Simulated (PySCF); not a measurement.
Consider C₇H₁₅P (SMILES CC(C)(C)P1CCC1).

```xyz
23

C    -1.6482    1.4861   -0.2635
C    -0.9935    0.1237   -0.0278
C    -2.0248   -0.8552    0.5367
C    -0.4407   -0.4154   -1.3424
P     0.2588    0.4016    1.3713
C     1.4129   -1.0736    1.2068
C     2.3945   -0.3046    0.3104
C     1.7589    1.0846    0.4671
H    -2.0598    1.8760    0.6663
H    -0.9208    2.2038   -0.6401
H    -2.4556    1.4024   -0.9896
H    -1.5686   -1.8235    0.7377
H    -2.8410   -1.0006   -0.1694
H    -2.4394   -0.4754    1.4693
H     0.0216   -1.3908   -1.2127
H     0.2864    0.2640   -1.7801
H    -1.2591   -0.5283   -2.0537
H     1.8385   -1.3248    2.1795
H     0.9848   -1.9791    0.7798
H     3.4291   -0.3534    0.6532
H     2.3676   -0.6538   -0.7209
H     1.5636    1.6273   -0.4562
H     2.3299    1.7362    1.1301
```

Geometry: GFN2-xTB.

The calculation used PySCF 2.14.0, PBE0/pcSseg-1, SCF density, gas phase, non-relativistic.

### What will maps of the electron density and electron localisation function show?

C–C (1.52 Å): ρ at the midpoint is about 1.6 e/Å³; the ELF peaks at about 0.95 between the atoms: a shared electron pair.
C–P (1.90 Å): the density is about 1 e/Å³ at the midpoint; the ELF peaks at about 0.95 between the atoms, as expected for a covalent bond.
C–H (1.09 Å): the density is about 2 e/Å³ at the midpoint; the ELF climbs to about 1 towards the hydrogen, as it does in any bond to H (an ordinary covalent bond to hydrogen).

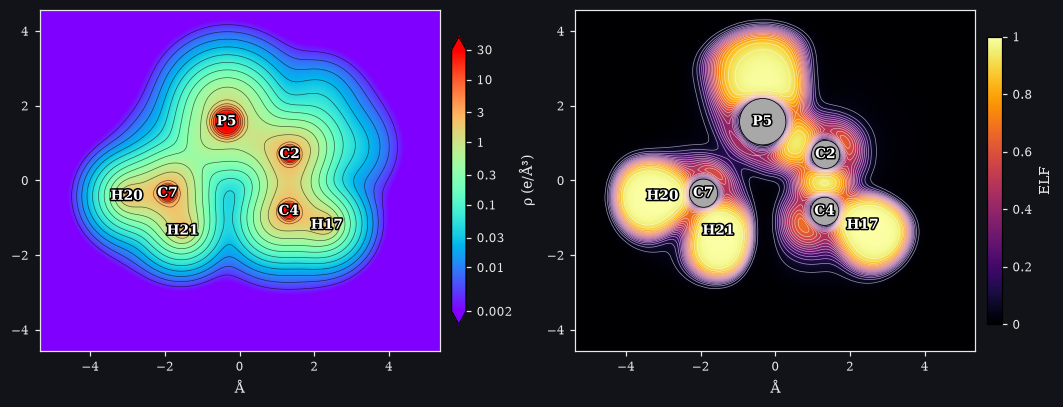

Computed electron density and electron localisation function on the plane of atoms H20, C7 and H21, in this order. Grey discs cover the atomic cores in the ELF map. 
